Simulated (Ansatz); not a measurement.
# GaSi (quartet): from Hartree-Fock to the top rungs at distance Si1–Ga2 = 5.430 Å, cc-pVDZ, part 2 of 2

Ansatz 0.2.0, Gaussian basis; cc-pVDZ, core rule «outside noble gas», up to 19 orbitals frozen.

### 11 CASSCF and MRCISD+Q, 7 electrons in 8 orbitals

File in.yaml:

```yaml
crystal:
  periodic: [false, false, false]
  atoms:
    - {symbol: Si, position_ang: [0.000000, 0.000000, 0.000000]}
    - {symbol: Ga, position_ang: [0.000000, 0.000000, 5.430000]}
basis:
  gaussian: {orbitals: cc-pVDZ}
magnetization: {spin_polarized: false, initial_magnetization: 3}
correlation: {method: fic_mrcisd_q, electrons: outside_noble_gas, active_space: {window: {electrons: 7, orbitals: 8}, shells: [{species: Ga, l: s, shell: 4}, {species: Ga, l: p, shell: 4}, {species: Si, l: s, shell: 3}, {species: Si, l: p, shell: 3}]}}
```

Launch:

```sh
$ ansatz run in.yaml --threads 1 --pin off --events-out ev --progress --plain --max-ram 2393MiB
```

Output (excerpt; [...] marks lines left out):

```text
Functional definition: HF
  name "HF"
  cite "Fock, Z. Phys. 61, 126 (1930) doi:10.1007/BF01340294"
  parent pbe
[...]
817 factors; integrals over basis functions are off by at most 1.6e-7 eV
[...]
mean field -60192.60528796 eV, -2212.0374443193 hartree, gradient 8.4e-6 eV, S^2 3.750000; 25 other end points of the search recorded, 0 dependent functions left out
reference -60192.60528796 eV, -2212.0374443193 hartree; 24, 21 occupied and 21, 24 virtual orbitals, 817 factors
state -60193.59191628 eV, -2212.0737022412 hartree
contracted CI cycle   1: correlation 0.00000000 eV, 0.0000000000 hartree, residual 7.74e0 eV
contracted CI cycle   2: correlation -1.96475460 eV, -0.0722033999 hartree, residual 1.61e0 eV
contracted CI cycle   3: correlation -2.03841506 eV, -0.0749103718 hartree, residual 2.78e-1 eV
contracted CI cycle   4: correlation -2.04091778 eV, -0.0750023449 hartree, residual 8.35e-2 eV
contracted CI cycle   5: correlation -2.04113700 eV, -0.0750104013 hartree, residual 2.18e-2 eV
contracted CI cycle   6: correlation -2.04115262 eV, -0.0750109751 hartree, residual 4.77e-3 eV
contracted CI cycle   7: correlation -2.04115335 eV, -0.0750110022 hartree, residual 1.38e-3 eV
contracted CI cycle   8: correlation -2.04115342 eV, -0.0750110045 hartree, residual 4.00e-4 eV
state -60193.59191628 eV, -2212.0737022412 hartree; corrected -60195.78377203 eV, -2212.1542514543 hartree
Total energy: -60195.78377203 eV, -2212.1542514543 hartree
Checks for a lower state left out: starts, orbital_swaps
```

Run time: 14 s. Hardware: 1 thread of Arm Neoverse V1, shared host.

From the report: 400 determinants; active occupations 1.96, 1.93, 1.00, 1.00, 1.00, 0.04, 0.04, 0.04.

### 12 CASSCF and NEVPT2, 7 electrons in 8 orbitals

File in.yaml:

```yaml
crystal:
  periodic: [false, false, false]
  atoms:
    - {symbol: Si, position_ang: [0.000000, 0.000000, 0.000000]}
    - {symbol: Ga, position_ang: [0.000000, 0.000000, 5.430000]}
basis:
  gaussian: {orbitals: cc-pVDZ}
magnetization: {spin_polarized: false, initial_magnetization: 3}
correlation: {method: sc_nevpt2, electrons: outside_noble_gas, active_space: {window: {electrons: 7, orbitals: 8}, shells: [{species: Ga, l: s, shell: 4}, {species: Ga, l: p, shell: 4}, {species: Si, l: s, shell: 3}, {species: Si, l: p, shell: 3}]}}
```

Same command.

Output (excerpt; [...] marks lines left out):

```text
Functional definition: HF
  name "HF"
  cite "Fock, Z. Phys. 61, 126 (1930) doi:10.1007/BF01340294"
  parent pbe
[...]
817 factors; integrals over basis functions are off by at most 1.6e-7 eV
[...]
mean field -60192.60528796 eV, -2212.0374443193 hartree, gradient 8.4e-6 eV, S^2 3.750000; 25 other end points of the search recorded, 0 dependent functions left out
reference -60192.60528796 eV, -2212.0374443193 hartree; 24, 21 occupied and 21, 24 virtual orbitals, 817 factors
state -60193.59191628 eV, -2212.0737022412 hartree
state -60193.59191628 eV, -2212.0737022412 hartree; corrected -60195.11222708 eV, -2212.1295726327 hartree
Total energy: -60195.11222708 eV, -2212.1295726327 hartree
Checks for a lower state left out: starts, orbital_swaps
```

Wall time 13 s (1 thread of Arm Neoverse V1, shared host).

From the report: 400 determinants; active occupations 1.96, 1.93, 1.00, 1.00, 1.00, 0.04, 0.04, 0.04.

### 13 Full CI

File in.yaml:

```yaml
crystal:
  periodic: [false, false, false]
  atoms:
    - {symbol: Si, position_ang: [0.000000, 0.000000, 0.000000]}
    - {symbol: Ga, position_ang: [0.000000, 0.000000, 5.430000]}
basis:
  gaussian: {orbitals: cc-pVDZ}
magnetization: {spin_polarized: false, initial_magnetization: 3}
correlation: {method: fci, electrons: outside_noble_gas}
```

The command is unchanged.

Output (excerpt; [...] marks lines left out):

```text
Functional definition: HF
  name "HF"
  cite "Fock, Z. Phys. 61, 126 (1930) doi:10.1007/BF01340294"
  parent pbe
[...]
817 factors; integrals over basis functions are off by at most 1.6e-7 eV
[...]
mean field -60192.60528796 eV, -2212.0374443193 hartree, gradient 8.4e-6 eV, S^2 3.750000; 25 other end points of the search recorded, 0 dependent functions left out
[...]
determinant -60192.60528796 eV, -2212.0374443193 hartree, with singles and doubles -60195.70329835 eV, -2212.1512941012 hartree
determinant -60192.57552240 eV, -2212.0363504552 hartree, with singles and doubles -60195.67405899 eV, -2212.1502195745 hartree
determinant -60192.56739537 eV, -2212.0360517922 hartree, with singles and doubles -60195.66626100 eV, -2212.1499330037 hartree
determinant -60192.54703754 eV, -2212.0353036559 hartree, with singles and doubles -60195.64775600 eV, -2212.1492529575 hartree
[...]
determinant -60192.54703754 eV, -2212.0353036559 hartree, with singles and doubles -60195.64839840 eV, -2212.1492765654 hartree
determinant -60192.53147732 eV, -2212.0347318282 hartree, with singles and doubles -60195.63614677 eV, -2212.1488263262 hartree
determinant -60190.31756951 eV, -2211.9533722171 hartree, with singles and doubles -60195.91002791 eV, -2212.1588912723 hartree
19 core orbitals not correlated: weight in the atoms' cores, before any rotation towards them, 1.000 or more for the frozen orbitals, at most 0.000 for the correlated occupied ones
reference -60192.60528796 eV, -2212.0374443193 hartree; 5, 2 occupied and 21, 24 virtual orbitals, 817 factors
state -60195.78547278 eV, -2212.1543139556 hartree
19 core orbitals not correlated: weight in the atoms' cores, before any rotation towards them, 1.000 or more for the frozen orbitals, at most 0.000 for the correlated occupied ones
state -60195.78229533 eV, -2212.1541971868 hartree
Total energy: -60195.78547278 eV, -2212.1543139556 hartree
```

It took 8 min on 1 thread of Arm Neoverse V1, shared host; peak memory 1.2 GiB.

From the report: 5,352,180 determinants, symmetry A2.

### 14 Natural occupations

Natural occupations of the FCI state about the gap (report; correlated orbitals 1 to 10): 1.914, 1.905, 0.869, 0.869, 0.752, 0.275, 0.153, 0.153, 0.011, 0.011. The count of effectively unpaired electrons, Σ n²(2 − n)², is 3.26; a single determinant of this spin has 3.

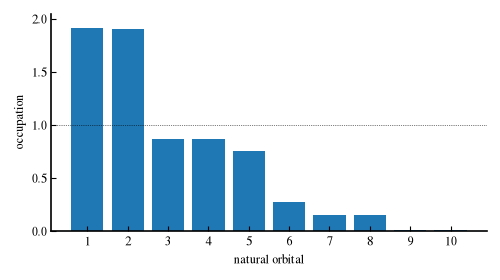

Natural occupations of the FCI state.

### 15 All levels against the top one

The yardstick is full CI for this spin, exact in this basis with these frozen cores. Rows without a time are mean-field rows or come out of runs for another level: lower rungs of the coupled-cluster runs, CASSCF and MRCISD of the multireference runs, or the Hartree-Fock search.

Differences are taken before rounding.

```csv
method,energy from the lowest ROHF (meV),from FCI (meV),time
ROHF,0.0,+3180.3,
UHF,-173.6,+3006.6,
RMP2,-2184.7,+995.5,
UMP2,-2194.8,+985.5,
CISD,-2929.4,+250.8,5.5 s
RCCSD,-3098.2,+82.1,
UCCSD,-3107.2,+73.0,
RCCSD(T),-3145.3,+35.0,18 s
UCCSD(T),-3149.3,+30.9,22 s
BCCD(T),-3145.4,+34.9,16 s
RCCSDT,-3168.1,+12.2,
UCCSDT,-3170.3,+9.9,
RCCSDT(Q),-3171.7,+8.6,26 s
UCCSDT(Q),-3173.4,+6.8,39 s
CASSCF pair,-362.3,+2817.9,
NEVPT2 pair,-2295.8,+884.5,53 s
FCI,-3180.3,0,8 min
```

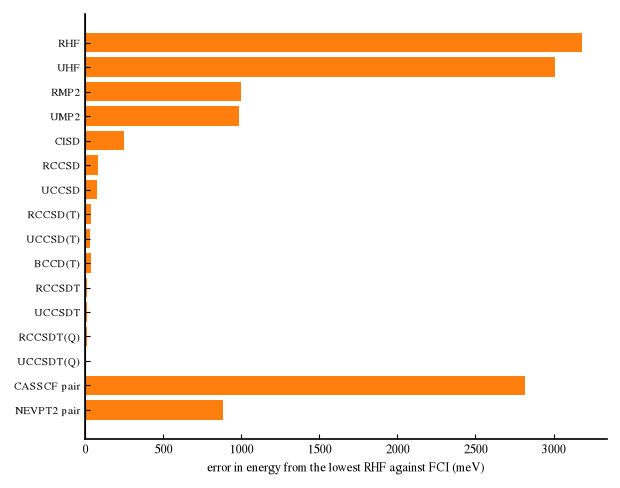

Error of each method against FCI.

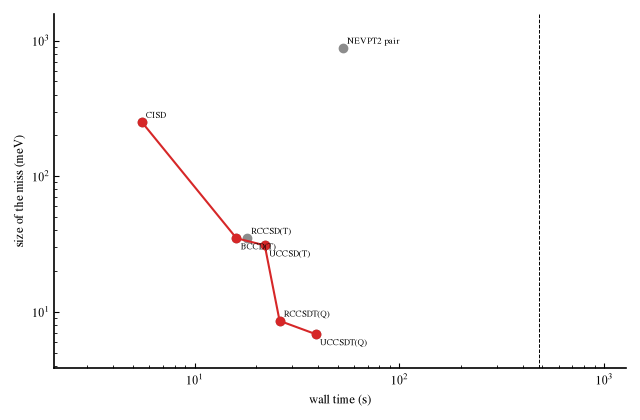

Miss against cost. Red marks the levels that no quicker level drawn beats (of those quicker than the yardstick), and the dashed line is the time of FCI. Times are from a shared host.

Not comparable, so not listed: CASSCF and MRCISD+Q, 5 electrons in 5 orbitals (they don't share determinant, frozen orbitals or solution with the rows shown, or repeat one).

Left out of the table: CASSCF valence, NEVPT2 valence, MRCISD valence, MRCISD+Q valence (the active space lost an orbital or holds another state than full CI finds).

### 16 Summary of results

What follows sums up all 2 parts.

| quantity | value |
| --- | --- |
| FCI from the ROHF energy | -3.1803 eV |
| RMP2 from FCI | +995.5 meV |
| UMP2 from FCI | +985.5 meV |
| RCCSD from FCI | +82.1 meV |
| RCCSD(T) from FCI | +35.0 meV |
| UCCSD(T) from FCI | +30.9 meV |
| RCCSDT(Q) from FCI | +8.6 meV |
| UCCSDT(Q) from FCI | +6.8 meV |
| NEVPT2 pair from FCI | +884.5 meV |
| levels within 1 kcal/mol (43 meV) | RCCSD(T), UCCSD(T), BCCD(T), RCCSDT, UCCSDT, RCCSDT(Q), UCCSDT(Q) |
| T1 diagnostic | 0.022 |
| effectively unpaired electrons | 3.26 |

RCCSD(T) lands +35.0 meV from the yardstick (1.1 % of the correlation energy). The occupations show static correlation (3.26 effectively unpaired electrons where one determinant has 3). These misses are within one basis, not against nature; the frozen cores of restricted and unrestricted runs differ, which can shift their rows.

Levels on UHF freeze UHF's core orbitals, full CI those of ROHF, so the U rows can settle a little off it for that reason alone.

With open shells the CI space here admits some higher excitations, so it is larger than plain CISD.

UCCSDT(Q) reaches 6.8 meV from the reference in 39 s, where FCI took 8 min; the quickest level in the cost chart, CISD, takes 5.5 s and misses by 250.8 meV.
